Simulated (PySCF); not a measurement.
# 1-Isocyanato-1-silacyclohexane, eq. (C₆H₁₁NOSi): geometry, NMR shifts and electronic excitations

What NMR shifts and electronic excitations should 1-Isocyanato-1-silacyclohexane, eq. (C₆H₁₁NOSi) (`O=C=N[SiH]1CCCCC1`) show?

The runs use PySCF 2.14.0, with density-fitted response routines of our own; the level of theory stands in each step. All values are computed, except where a source is named. Atoms count from 0, in the outputs and in this text.

## 1. The molecule as given

20 atoms, charge 0, multiplicity 1; geometry from: GFN2-xTB.

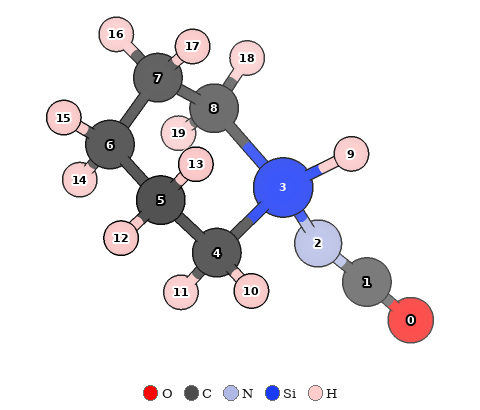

As it starts; oxygen red, carbon dark grey, nitrogen light blue, silicon blue, hydrogen pink, atoms numbered.

## 2. Geometry optimisation at PBE0-D3(BJ)/def2-SVP

The job: settings as JSON, then the geometry in Å.

```
{"job": {"xc": "PBE0", "basis": "def2-SVP", "d3": "d3bj", "grid": 1, "kind": "geom"}, "charge": 0, "multiplicity": 1}
O      4.875888     1.081603    -0.389581
C      3.744914     0.899464    -0.230999
N      2.568868     0.772047    -0.142088
Si     1.126438     0.128041     0.561710
C      0.502376    -1.308194    -0.506958
C     -0.987671    -1.533271    -0.253466
C     -1.822562    -0.279805    -0.508633
C     -1.599013     0.822345     0.525202
C     -0.213826     1.458968     0.422113
H      1.400701    -0.268350     1.948531
H      1.046419    -2.232886    -0.310525
H      0.649896    -1.079465    -1.564463
H     -1.348943    -2.336394    -0.901927
H     -1.136541    -1.856460     0.779651
H     -1.593401     0.107596    -1.504417
H     -2.880026    -0.557451    -0.498227
H     -2.362898     1.593058     0.388722
H     -1.733339     0.403289     1.525445
H     -0.111481     2.222547     1.193683
H     -0.130948     1.973996    -0.536809
```

What it wrote:

```text
step   0  E = -653.91280189  max force = 0.027474
step   1  E = -653.91709764  max force = 0.005677
step   2  E = -653.91751822  max force = 0.002203
step   3  E = -653.91763457  max force = 0.001470
step   4  E = -653.91767448  max force = 0.001789
step   5  E = -653.91778403  max force = 0.002329
step   6  E = -653.91785129  max force = 0.001884
step   7  E = -653.91789586  max force = 0.000727
step   8  E = -653.91791971  max force = 0.000576
step   9  E = -653.91793506  max force = 0.000671
step  10  E = -653.91794216  max force = 0.000542
step  11  E = -653.91794508  max force = 0.000209
optimisation converged
```

Run time: 6.3 min. Hardware: 1 thread, shared host.

The steps of the relaxation:

```csv
step,energy from step 0 (eV),largest force component (eV/Å)
0,0.0000,1.4128
1,-0.1169,0.2919
2,-0.1283,0.1133
3,-0.1315,0.0756
4,-0.1326,0.0920
5,-0.1356,0.1198
6,-0.1374,0.0969
7,-0.1386,0.0374
8,-0.1393,0.0296
9,-0.1397,0.0345
10,-0.1399,0.0279
11,-0.1400,0.0107
```

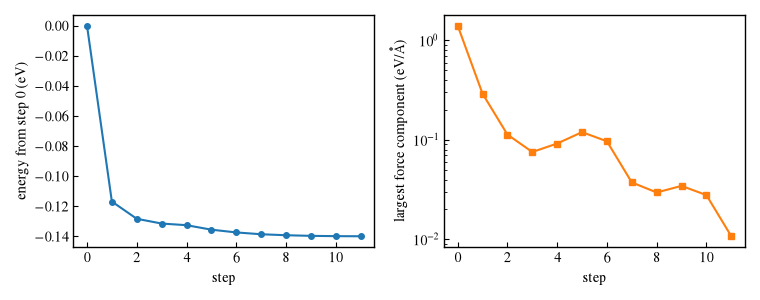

Energy and largest force along the relaxation.

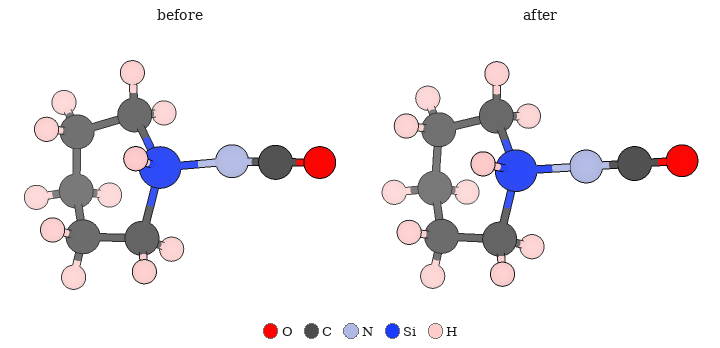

The geometry before (left) and after (right).

Distances of close pairs at the start and the end, largest changes first:

```csv
bond,before (Å),after (Å),change (Å)
Si3–H9,1.468,1.495,+0.027
Si3–C4,1.896,1.874,-0.022
Si3–C8,1.894,1.874,-0.020
C8–H19,1.092,1.105,+0.013
O0–C1,1.156,1.170,+0.013
C5–H13,1.093,1.106,+0.013
C6–H14,1.093,1.106,+0.013
C4–H11,1.092,1.105,+0.013
```

The next job starts from the end point, and lists it.

```csv
at the end point,value
point group (found at 0.08 Å tolerance),Cs
"rotational constants (GHz, main isotopes)","3.261, 0.688, 0.613"
dipole moment (D),2.99
```

## 3. NMR shieldings: PBE0/pcSseg-1

The job: settings as JSON, then the geometry in Å.

```
{"job": {"kind": "nmr", "xc": "PBE0", "basis": "pcSseg-1"}, "charge": 0, "multiplicity": 1}
O      5.276174     1.400309    -0.303482
C      4.197790     1.071896     0.007971
N      3.094317     0.736711     0.322918
Si     1.499956     0.247999     0.782502
C      0.850391    -1.094201    -0.352534
C     -0.660005    -1.269513    -0.141937
C     -1.463378     0.018916    -0.327305
C     -1.156156     1.114244     0.695586
C      0.277407     1.658392     0.615070
H      1.568083    -0.233185     2.196306
H      1.389035    -2.043754    -0.202084
H      1.053087    -0.782435    -1.392946
H     -1.043503    -2.038519    -0.833162
H     -0.849254    -1.662729     0.873944
H     -1.286639     0.413070    -1.345177
H     -2.537729    -0.221663    -0.278052
H     -1.873196     1.942050     0.565834
H     -1.344205     0.715307     1.709450
H      0.452353     2.437601     1.374290
H      0.445084     2.136313    -0.366881
```

With the program's defaults for keys left out, this is: GIAO PBE0/pcSseg-1 NMR shielding, non-relativistic, gas phase.

What it wrote:

```text
coarse grid: 17112 points
cycle   1  E = -654.0080838347  dE =  1.196e+00  |g| = 7.954e-01  |ddm| = 4.033e+00
cycle   2  E = -653.7717678386  dE =  2.363e-01  |g| = 1.388e+00  |ddm| = 1.319e+00
cycle   3  E = -654.1211500451  dE = -3.494e-01  |g| = 2.913e-01  |ddm| = 8.964e-01
cycle   4  E = -654.1379072318  dE = -1.676e-02  |g| = 7.795e-02  |ddm| = 2.168e-01
cycle   5  E = -654.1390456353  dE = -1.138e-03  |g| = 2.346e-02  |ddm| = 5.934e-02
cycle   6  E = -654.1391644224  dE = -1.188e-04  |g| = 5.889e-03  |ddm| = 2.031e-02
cycle   7  E = -654.1391720058  dE = -7.583e-06  |g| = 1.651e-03  |ddm| = 6.314e-03
final grid: 160472 points
cycle   8  E = -654.2024461331  dE = -1.655e-05  |g| = 1.478e-02  |ddm| = 2.866e-02
cycle   9  E = -654.2023269891  dE =  1.191e-04  |g| = 2.857e-02  |ddm| = 2.801e-02
cycle  10  E = -654.2024888332  dE = -1.618e-04  |g| = 4.462e-03  |ddm| = 1.874e-02
cycle  11  E = -654.2024932904  dE = -4.457e-06  |g| = 3.323e-04  |ddm| = 3.226e-03
cycle  12  E = -654.2024933076  dE = -1.725e-08  |g| = 1.558e-04  |ddm| = 3.582e-04
cycle  13  E = -654.2024933120  dE = -4.360e-09  |g| = 4.907e-05  |ddm| = 1.111e-04
cycle  14  E = -654.2024933125  dE = -4.725e-10  |g| = 1.105e-05  |ddm| = 4.408e-05
converged SCF energy = -654.2024933125

GIAO shielding tensors (ppm)
atom      isotropic    diamagn.    paramagn.     s11        s22        s33       span
  0 O      196.108     399.201    -203.093    106.337    108.027    373.961    267.624
  1 C       57.642     260.479    -202.837    -50.769    -50.012    273.707    324.476
  2 N      221.836     327.128    -105.292    162.411    164.899    338.198    175.787
  3 Si     379.264     878.642    -499.378    353.814    384.029    399.948     46.134
  4 C      168.786     253.351     -84.565    157.462    165.925    182.972     25.510
  5 C      158.543     247.153     -88.610    150.641    152.589    172.399     21.758
  6 C      153.545     247.491     -93.945    149.383    155.035    156.219      6.836
  7 C      158.561     247.045     -88.484    150.689    152.498    172.496     21.807
  8 C      168.827     253.311     -84.484    157.588    166.022    182.872     25.283
  9 H       26.525      27.744      -1.219     22.968     25.383     31.224      8.256
 10 H       30.204      29.721       0.483     25.350     28.264     36.997     11.647
 11 H       30.661      31.834      -1.172     27.156     29.206     35.621      8.465
 12 H       29.357      29.974      -0.616     23.489     27.811     36.772     13.283
 13 H       30.104      30.879      -0.775     26.365     28.353     35.595      9.230
 14 H       30.242      31.543      -1.301     26.920     28.461     35.344      8.424
 15 H       29.727      29.969      -0.242     24.454     27.953     36.774     12.320
 16 H       29.355      29.392      -0.037     23.476     27.823     36.766     13.290
 17 H       30.106      30.543      -0.437     26.356     28.365     35.598      9.243
 18 H       30.205      28.913       1.292     25.352     28.250     37.014     11.661
 19 H       30.657      31.380      -0.723     27.153     29.189     35.631      8.478
```

Wall time 73 s (1 thread, shared host).

Shifts follow as δ = σ(reference) − σ, with reference shieldings (ppm) from runs at the same level and on the same kind of geometry: 1H TMS 31.27, 13C TMS 184.4, 29Si TMS 352.0, 15N NH3 265.7, 17O H2O 334.6. The references are single molecules in the gas phase, so shifts against H2O, NH3, PH3, H3PO4 or CFCl3 are not on the usual liquid scales and can be off by tens of ppm. Atoms listed in one row are averaged.

```csv
atoms,environment,σ (ppm),δ (ppm),δ scaled to CDCl3
C1,central carbon of a heterocumulene,57.6,126.8,122.6
C6,sp3 CH2 in a ring,153.5,30.9,29.5
"C5, C7",sp3 CH2 in a ring,158.6,25.9,24.6
"C4, C8",sp3 CH2 bonded to Si,168.8,15.6,14.6
H9,"hydrogen on a silicon bonded to 2 C, N, in a 6-membered ring",26.52,4.74,–
"H12, H16",hydrogen on an sp3 CH2 in a ring,29.36,1.91,2.03
H15,hydrogen on an sp3 CH2 in a ring,29.73,1.54,1.68
"H13, H17",hydrogen on an sp3 CH2 in a ring,30.11,1.16,1.32
"H10, H18",hydrogen on an sp3 CH2 bonded to Si,30.20,1.06,1.22
H14,hydrogen on an sp3 CH2 in a ring,30.24,1.03,1.19
"H11, H19",hydrogen on an sp3 CH2 bonded to Si,30.66,0.61,0.79
O0,carbonyl oxygen,196.1,138.5,–
N2,heterocumulene nitrogen,221.8,43.8,–
Si3,"silicon bonded to 2 C, N, H, in a 6-membered ring",379.3,-27.3,–
```

The scaled column applies a straight-line fit of computed shieldings to shifts measured in CDCl3 (root-mean-square error 0.21 ppm for H, 2.0 ppm for C).

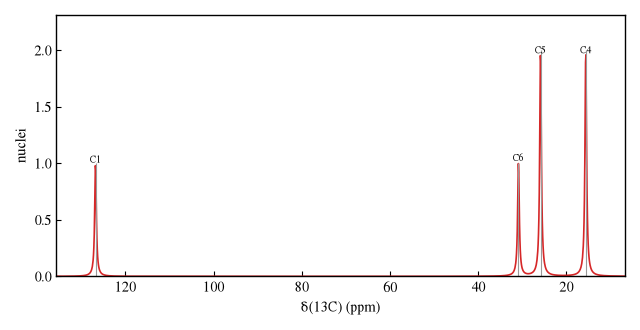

13C lines at the computed shifts, without couplings. Lines are broadened to a width of 0.44 ppm (Lorentzian).

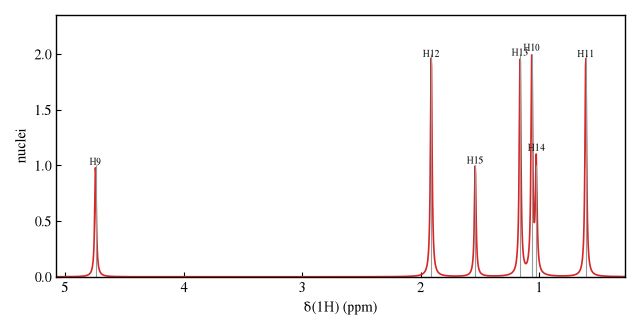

1H lines at the computed shifts, without couplings. Lines are broadened to a width of 0.02 ppm (Lorentzian).

Charges from the same density, by scheme (e):

```csv
atoms,Mulliken,IAO,Hirshfeld,ESP fit
O0,-0.35,-0.38,-0.21,-0.43
C1,0.63,0.53,0.24,0.72
N2,-0.69,-0.57,-0.23,-0.68
Si3,0.94,1.06,0.41,0.81
"C4, C8",-0.53,-0.56,-0.16,-0.42
"C5, C7",-0.25,-0.24,-0.06,0.05
C6,-0.23,-0.25,-0.07,-0.12
```

Mulliken charges:

O0 -0.35; C1 0.63; N2 -0.69; Si3 0.94; C4 -0.53; C5 -0.25; C6 -0.23; C7 -0.25; C8 -0.53; H9 -0.08; H10 0.15; H11 0.14; H12 0.13; H13 0.12; H14 0.11; H15 0.13; H16 0.13; H17 0.12; H18 0.15; H19 0.14

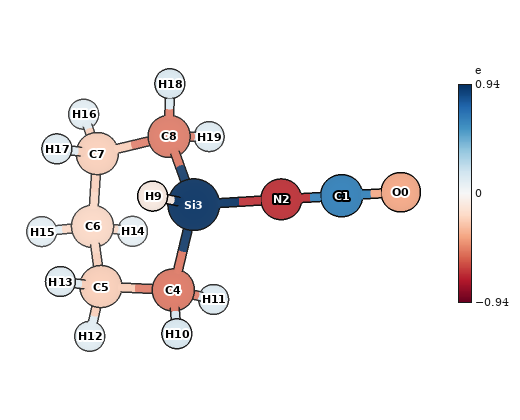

Mulliken charges, as colours on the atoms.

Mayer bond orders: O0–C1 2.03, C1–N2 1.96, N2–Si3 0.84, Si3–C4 0.92, C4–C5 1.03, C5–C6 1.03, C6–C7 1.03, C7–C8 1.03, C8–Si3 0.92.

Ring of atoms Si3, C4, C5, C6, C7, C8: NICS(0) -2.3, NICS(1) -2.2, NICS(1)zz 3.5 ppm (means of both faces).

## 4. Ultraviolet spectrum: B3LYP/def2-SVPD

Same as in step 3 but for these lines:

```diff
@@ -1,2 +1,2 @@
-{"job": {"kind": "nmr", "xc": "PBE0", "basis": "pcSseg-1"}, "charge": 0, "multiplicity": 1}
+{"job": {"kind": "uv", "xc": "B3LYP", "basis": "def2-SVPD", "ip": true}, "charge": 0, "multiplicity": 1}
 O      5.276174     1.400309    -0.303482
```

With the program's defaults for keys left out, this is: TDDFT B3LYP/def2-SVPD, vertical, gas phase, core orbitals frozen in the response.

What it wrote:

```text
coarse grid: 17112 points
cycle   1  E = -654.2183459911  dE =  1.094e+00  |g| = 8.544e-01  |ddm| = 8.368e+00
cycle   2  E = -653.8768907955  dE =  3.415e-01  |g| = 1.580e+00  |ddm| = 2.443e+00
cycle   3  E = -654.3487481913  dE = -4.719e-01  |g| = 3.540e-01  |ddm| = 1.483e+00
cycle   4  E = -654.3741619116  dE = -2.541e-02  |g| = 9.815e-02  |ddm| = 3.855e-01
cycle   5  E = -654.3760566421  dE = -1.895e-03  |g| = 2.947e-02  |ddm| = 1.593e-01
cycle   6  E = -654.3762561597  dE = -1.995e-04  |g| = 7.648e-03  |ddm| = 5.667e-02
cycle   7  E = -654.3762697688  dE = -1.361e-05  |g| = 2.133e-03  |ddm| = 1.554e-02
cycle   8  E = -654.3762709547  dE = -1.186e-06  |g| = 2.962e-04  |ddm| = 4.534e-03
final grid: 160472 points
cycle   9  E = -654.4858268033  dE = -5.003e-05  |g| = 6.127e-03  |ddm| = 1.567e-01
cycle  10  E = -654.4858088015  dE =  1.800e-05  |g| = 1.085e-02  |ddm| = 1.853e-02
cycle  11  E = -654.4858348094  dE = -2.601e-05  |g| = 2.531e-03  |ddm| = 1.103e-02
cycle  12  E = -654.4858361742  dE = -1.365e-06  |g| = 2.761e-04  |ddm| = 2.589e-03
cycle  13  E = -654.4858361919  dE = -1.766e-08  |g| = 9.321e-05  |ddm| = 9.289e-04
cycle  14  E = -654.4858361938  dE = -1.897e-09  |g| = 2.927e-05  |ddm| = 2.118e-04
cycle  15  E = -654.4858361939  dE = -1.633e-10  |g| = 9.842e-06  |ddm| = 5.686e-05
converged SCF energy = -654.4858361939

Static polarisability (au): isotropic 104.623, principal 85.166 93.340 135.363

Singlet excitations
state   eV       nm        f      main configurations
  1   6.9113    179.4   0.00449   H->L 0.88
  2   6.9414    178.6   0.00262   H->L+1 0.95
  3   7.1471    173.5   0.00242   H->L+3 0.38, H-1->L+2 0.24, H->L 0.08
  4   7.1533    173.3   0.03955   H->L+2 0.66, H-1->L+3 0.08
  5   7.2517    171.0   0.00242   H-1->L+1 0.71, H-1->L 0.22
  6   7.2565    170.9   0.00926   H-1->L+2 0.49, H->L+3 0.25, H-1->L+5 0.09
  7   7.4375    166.7   0.01597   H-1->L 0.44, H->L+5 0.19, H-1->L+1 0.16
  8   7.5778    163.6   0.00296   H->L+4 0.73, H->L+3 0.21
  9   7.6501    162.1   0.00331   H->L+5 0.36, H-1->L 0.24, H-1->L+3 0.15
 10   7.9773    155.4   0.17583   H-1->L+3 0.44, H->L+5 0.30, H-2->L+2 0.09

Triplet excitations (Tamm-Dancoff, eV): 6.4706 6.7126 6.7538 6.8064
Vertical ionisation energy (delta-SCF) = 9.4172 eV
```

Run time: 12 min. Hardware: 1 thread, shared host.

Frontier orbitals and where they lie:

```csv
orbital,eV,atoms
HOMO−3,-8.91,"N2 12 %, C6 10 %, O0 9 %"
HOMO−2,-8.77,"N2 30 %, O0 23 %, C1 10 %"
HOMO−1,-8.02,"N2 27 %, O0 18 %, Si3 13 %"
HOMO,-7.58,"C4 16 %, C8 16 %, Si3 13 %"
LUMO,0.18,"Si3 13 %, C1 11 %, C6 7 %"
LUMO+1,0.25,"C1 32 %, Si3 12 %, O0 10 %"
LUMO+2,0.49,"Si3 18 %, C1 14 %, O0 11 %"
```

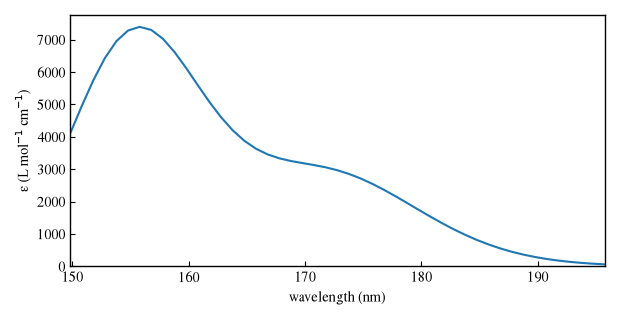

Absorption spectrum: each of the 10 states is a Gaussian band of 0.4 eV half-width at 1/e. Beyond the last state computed it falls off for lack of states.

Ground-state properties from the same run:

```csv
property,computed
dipole moment (D),3.29
polarisability (Å³),15.50
HOMO–LUMO gap (eV),7.76
−ε(HOMO) (eV),7.58
```

## 5. Nuclear shieldings: B3LYP/pcSseg-1

Same as in step 4 but for these lines:

```diff
@@ -1,2 +1,2 @@
-{"job": {"kind": "uv", "xc": "B3LYP", "basis": "def2-SVPD", "ip": true}, "charge": 0, "multiplicity": 1}
+{"job": {"kind": "nmr", "xc": "B3LYP", "basis": "pcSseg-1", "pop": false}, "charge": 0, "multiplicity": 1}
 O      5.276174     1.400309    -0.303482
```

Method: GIAO B3LYP/pcSseg-1 NMR shielding, non-relativistic, gas phase.

What it wrote:

```text
coarse grid: 17112 points
cycle   1  E = -654.5364041480  dE =  1.156e+00  |g| = 8.917e-01  |ddm| = 4.060e+00
cycle   2  E = -654.1838146163  dE =  3.526e-01  |g| = 1.632e+00  |ddm| = 1.575e+00
cycle   3  E = -654.6699065070  dE = -4.861e-01  |g| = 3.796e-01  |ddm| = 1.109e+00
cycle   4  E = -654.6984402732  dE = -2.853e-02  |g| = 9.859e-02  |ddm| = 2.802e-01
cycle   5  E = -654.7002214650  dE = -1.781e-03  |g| = 3.153e-02  |ddm| = 7.608e-02
cycle   6  E = -654.7004353852  dE = -2.139e-04  |g| = 8.365e-03  |ddm| = 2.730e-02
cycle   7  E = -654.7004507700  dE = -1.538e-05  |g| = 2.359e-03  |ddm| = 8.914e-03
cycle   8  E = -654.7004521401  dE = -1.370e-06  |g| = 3.082e-04  |ddm| = 2.524e-03
final grid: 160472 points
cycle   9  E = -654.7791209497  dE = -3.547e-05  |g| = 7.241e-03  |ddm| = 2.426e-02
cycle  10  E = -654.7790961302  dE =  2.482e-05  |g| = 1.296e-02  |ddm| = 1.456e-02
cycle  11  E = -654.7791315397  dE = -3.541e-05  |g| = 3.021e-03  |ddm| = 9.730e-03
cycle  12  E = -654.7791334019  dE = -1.862e-06  |g| = 3.127e-04  |ddm| = 2.041e-03
cycle  13  E = -654.7791334224  dE = -2.050e-08  |g| = 9.587e-05  |ddm| = 3.950e-04
cycle  14  E = -654.7791334241  dE = -1.715e-09  |g| = 3.595e-05  |ddm| = 9.042e-05
cycle  15  E = -654.7791334243  dE = -2.053e-10  |g| = 1.215e-05  |ddm| = 2.524e-05
converged SCF energy = -654.7791334243

GIAO shielding tensors (ppm)
atom      isotropic    diamagn.    paramagn.     s11        s22        s33       span
  0 O      194.871     400.367    -205.495    104.720    106.301    373.593    268.873
  1 C       53.841     260.568    -206.728    -56.172    -55.436    273.131    329.302
  2 N      219.315     326.492    -107.177    158.962    161.458    337.524    178.562
  3 Si     368.157     878.859    -510.702    343.432    370.003    391.036     47.604
  4 C      162.179     252.622     -90.442    150.867    159.019    176.653     25.786
  5 C      151.717     246.735     -95.018    143.567    145.640    165.943     22.375
  6 C      146.549     247.105    -100.557    141.872    147.886    149.888      8.016
  7 C      151.731     246.579     -94.848    143.618    145.540    166.036     22.418
  8 C      162.223     252.573     -90.350    151.000    159.119    176.551     25.551
  9 H       26.757      28.297      -1.540     23.245     25.639     31.387      8.142
 10 H       30.329      29.760       0.570     25.728     28.580     36.680     10.952
 11 H       30.794      32.172      -1.378     27.479     29.500     35.402      7.923
 12 H       29.448      29.914      -0.467     23.801     28.070     36.472     12.671
 13 H       30.193      31.122      -0.929     26.601     28.576     35.403      8.802
 14 H       30.330      31.923      -1.593     27.141     28.685     35.163      8.023
 15 H       29.803      29.813      -0.009     24.747     28.212     36.451     11.704
 16 H       29.445      29.237       0.208     23.788     28.081     36.466     12.678
 17 H       30.195      30.768      -0.573     26.592     28.588     35.406      8.814
 18 H       30.331      28.888       1.443     25.730     28.566     36.697     10.967
 19 H       30.790      31.704      -0.914     27.476     29.483     35.412      7.936
```

Run time: 66 s. Hardware: 1 thread, shared host.

This run: δ C1 125.4, C6 32.7, C5 27.5, C4 17.0, H9 4.63, H12 1.94 ppm (means over like atoms).

## 6. Comparing the runs: NMR shifts

Shifts (ppm) of some atoms, chosen among heavy atoms and hydrogens apart, means over like atoms, with basis size and wall time:

```csv
run,C1,C6,C5,C4,H9,H15,Si3,functions,time
PBE0/pcSseg-1,126.8,30.9,25.9,15.6,4.74,1.54,-27.3,215,73 s
B3LYP/pcSseg-1,125.4,32.7,27.5,17.0,4.63,1.58,-30.3,215,66 s
```

## 7. What came out

```
                                                               quantity                                         value
                                                            point group                                            Cs
                                   rotational constants (main isotopes)                          3.26, 0.69, 0.61 GHz
13C shifts against TMS (PBE0/pcSseg-1, means over atoms taken as alike)                   126.8, 30.9, 25.9, 15.6 ppm
 1H shifts against TMS (PBE0/pcSseg-1, means over atoms taken as alike)  4.74, 1.91, 1.54, 1.16, 1.06, 1.03, 0.61 ppm
                                 17O shifts against H2O (PBE0/pcSseg-1)                                     138.5 ppm
                                 15N shifts against NH3 (PBE0/pcSseg-1)                                      43.8 ppm
                                29Si shifts against TMS (PBE0/pcSseg-1)                                     -27.3 ppm
                                       lowest singlet (B3LYP/def2-SVPD)                   6.91 eV (179 nm), f = 0.004
                               brightest single state of those computed                  state 10, 7.98 eV, f = 0.176
                                                         lowest triplet                                       6.47 eV
                                      vertical ionisation energy (ΔSCF)                                       9.42 eV
                                              range of the shift of Si3                            -30.3 to -27.3 ppm
```

In words: Over 11 steps the energy fell by 0.140 eV; of the close pairs, Si3–H9 changed most, 1.468 to 1.495 Å. At PBE0/pcSseg-1: The largest span, 324 ppm, is at C1, where the paramagnetic term is -203 ppm. The first singlet state (HOMO→LUMO 0.88) lies at 6.91 eV and is weak; of the 10 states computed, the strongest absorption comes from state 10 at 7.98 eV (the last computed, so partners may be missing). The lowest triplet lies 0.44 eV below the lowest singlet (triplets in Tamm-Dancoff, singlets in full TDDFT). The orbital energy would give 7.58 eV for ionisation, ΔSCF gives 9.42 eV. Across the 2 runs the shift of Si3 moves most, between -30.3 (B3LYP/pcSseg-1) and -27.3 ppm (PBE0/pcSseg-1).
